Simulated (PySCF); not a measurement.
H9NSi3, SMILES `[SiH3]N([SiH3])[SiH3]`.

Computed with PySCF, PBE0/def2-TZVP, geometry: GFN2-xTB. No frequency check shows the geometry to be a minimum.

Cartesian coordinates (Å):

```
Si1      1.6766    0.4611   -0.0128
N2       0.0003    0.0000    0.1286
Si3     -1.2377    1.2212   -0.0127
Si4     -0.4390   -1.6823   -0.0126
H5       2.4744   -0.5674    0.6511
H6       2.0633    0.5668   -1.4246
H7       1.8359    1.7534    0.6511
H8      -0.7456    2.4267    0.6510
H9      -2.4362    0.7134    0.6512
H10     -1.5236    1.5023   -1.4245
H11     -0.5408   -2.0701   -1.4245
H12     -1.7286   -1.8589    0.6512
H13      0.6006   -2.4664    0.6511
```

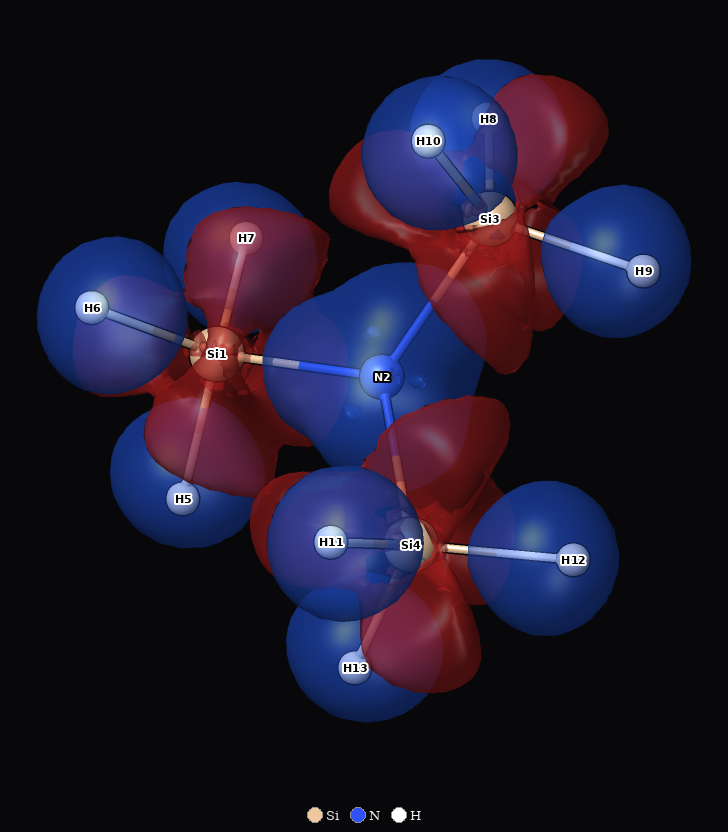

Deformation density (molecule less spherical, spin-averaged free atoms at the same positions), surfaces at ±0.06 e/Å³; blue: gain, red: loss.

Question: Describe the bonding that the map shows.

Answer: Si1–H5, Si3–H9, Si4–H12, Si3–H8 and 2 more like them: +0.23 e/Å³ at the bond critical point (bond length 1.46 Å, Mayer order 1.0). Si1–H6, Si3–H10 and Si4–H11: +0.23 e/Å³ at the bond critical point (bond length 1.47 Å, Mayer order 0.9). Si1–N2 and N2–Si4: +0.12 e/Å³ at the bond critical point (bond length 1.74 Å, Mayer order 1.1); up to 0.6 Å beside the axis the gain reaches +0.37 e/Å³. N2–Si3: +0.12 e/Å³ at the bond critical point (bond length 1.75 Å, Mayer order 1.1); up to 0.6 Å beside the axis the gain reaches +0.37 e/Å³. In all, 3.3 electrons gather in the regions of gain relative to the promolecule. A small or negative value marks a very polar bond, one between electron-rich atoms, whose free-atom densities already overlap strongly, a long bond to a heavier atom, or a closed-shell contact such as a hydrogen bond.

Run time: 31 s on 1 thread of Arm Neoverse V2, with other jobs on the host, peak memory 0.75 GiB.
